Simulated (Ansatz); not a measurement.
# AlCl2F (SMILES [F][Al]([Cl])[Cl]) at SVWN5/STO-3G

Aim: the vertical electron affinity of AlCl2F at SVWN5/STO-3G, from 2 runs. 

Program for the calculation: Ansatz 0.2.0.

61 further runs of the same task are left out: 5 that didn't finish, 56 set aside as unsound or not needed.

### Step 1. Starting point

AlCl2F has 4 atoms, charge 0, and is taken as a singlet. As SMILES, `[F][Al]([Cl])[Cl]`. The coordinates come from a PBE0-D4/def2-TZVP relaxation.

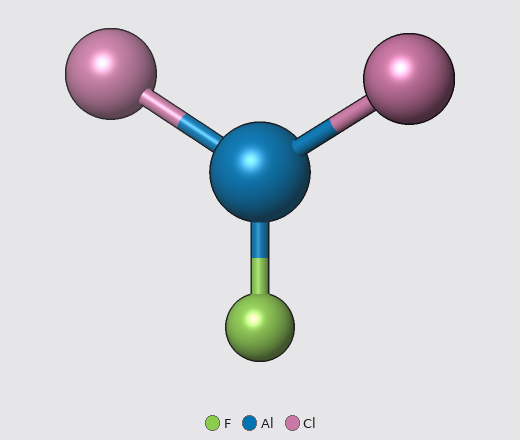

Viewed from a chosen angle; fluorine green, aluminium blue, chlorine pink.

### Step 2. A single-point energy at SVWN5/STO-3G

Contents of in.yaml:

```yaml
crystal:
  periodic: [false, false, false]
  atoms:
    - {symbol: F, position_ang: [0.087420, 0.388220, 1.682350]}
    - {symbol: Al, position_ang: [0.004800, 0.021530, 0.093600]}
    - {symbol: Cl, position_ang: [1.223040, -1.463690, -0.663450]}
    - {symbol: Cl, position_ang: [-1.315270, 1.053930, -1.112510]}
basis:
  gaussian: {orbitals: STO-3G}
hamiltonian: {xc: {name: SVWN5}}
accuracy: high
```

Command:

```console
$ ansatz run in.yaml --threads 1 --pin off --max-ram 3480MiB --events-out events.jsonl --progress --plain --runs-dir runs
```

What it wrote:

```text
Warning: RAYON_NUM_THREADS=1 ignored (pool sized by the plan → 1); use --threads N
Functional definition: SVWN5
  name "SVWN5"
  exchange = slater_x
  correlation = vwn5_c
603 factors; integrals over basis functions are off by at most 2.8e-8 eV
mean field evaluation 1: about -33838.9677 eV, gradient 3.2e1 eV
mean field evaluation 2: about -33826.3390 eV, gradient 7.9e1 eV
mean field evaluation 4: about -33843.0405 eV, gradient 5.7e0 eV
mean field evaluation 8: about -33843.1330 eV, gradient 6.9e-2 eV
mean field evaluation 16: about -33843.1330 eV, gradient 9.1e-9 eV
mean field -33843.13299437 eV, -1243.7121978436 hartree, gradient 9.3e-9 eV, S^2 0.000000; 0 other end points of the search recorded, 0 dependent functions left out
reference -33843.13299598 eV, -1243.7121979027 hartree; 28, 28 occupied and 4, 4 virtual orbitals, 603 factors
Total energy: -33843.13299598 eV, -1243.7121979027 hartree
```

It took 1.2 s on 1 thread of Arm Neoverse V1, shared host; peak memory 0.1 GiB.

### Step 3. The doublet anion at the same level

Contents of run.yaml:

```yaml
crystal:
  periodic: [false, false, false]
  atoms:
    - symbol: F
      position_ang: [0.087420, 0.388220, 1.682350]
    - symbol: Al
      position_ang: [0.004800, 0.021530, 0.093600]
    - symbol: Cl
      position_ang: [1.223040, -1.463690, -0.663450]
    - symbol: Cl
      position_ang: [-1.315270, 1.053930, -1.112510]
basis:
  gaussian:
    orbitals: STO-3G
total_charge: -1
magnetization:
  spin_polarized: true
  initial_magnetization: 1
hamiltonian:
  xc: {name: SVWN5}
accuracy: high
```

Command:

```console
$ ansatz run run.yaml --threads 1 --pin off --max-ram 3480MiB --events-out events.jsonl --progress --plain --runs-dir runs
```

What it wrote:

```text
Warning: RAYON_NUM_THREADS=1 ignored (pool sized by the plan → 1); use --threads N
[... 4 set-up lines as earlier in the session ...]
603 factors; integrals over basis functions are off by at most 2.8e-8 eV
mean field evaluation 1: about -33836.1024 eV, gradient 1.2e1 eV
mean field evaluation 2: about -33835.1764 eV, gradient 1.4e1 eV
mean field evaluation 4: about -33837.3852 eV, gradient 1.2e0 eV
mean field evaluation 8: about -33837.3863 eV, gradient 9.5e-2 eV
mean field evaluation 16: about -33837.3867 eV, gradient 7.4e-6 eV
mean field -33837.38666893 eV, -1243.5010242788 hartree, gradient 1.4e-8 eV, S^2 0.751069; 1 other end points of the search recorded, 0 dependent functions left out
reference -33837.38667052 eV, -1243.5010243372 hartree; 29, 28 occupied and 3, 4 virtual orbitals, 603 factors
Total energy: -33837.38667052 eV, -1243.5010243372 hartree
```

Wall time 2.8 s (1 thread of Arm Neoverse V1, shared host); peak memory 0.13 GiB.

### Step 4. Outcome

Level: SVWN5/STO-3G.

```
                                         quantity           value
                     singlet AlCl2F: total energy  -1243.71220 Eh
                      doublet anion: total energy  -1243.50102 Eh
                              doublet anion: ⟨S²⟩           0.751
vertical electron affinity (to the doublet anion)       -5.746 eV
```

In words: The anion lies 5.75 eV (554 kJ/mol) above the neutral: the electron isn't bound at this level, and such a value depends on the basis. Without diffuse functions anions come out too high. In a minimal basis such a difference can be off by several eV, whatever the method.
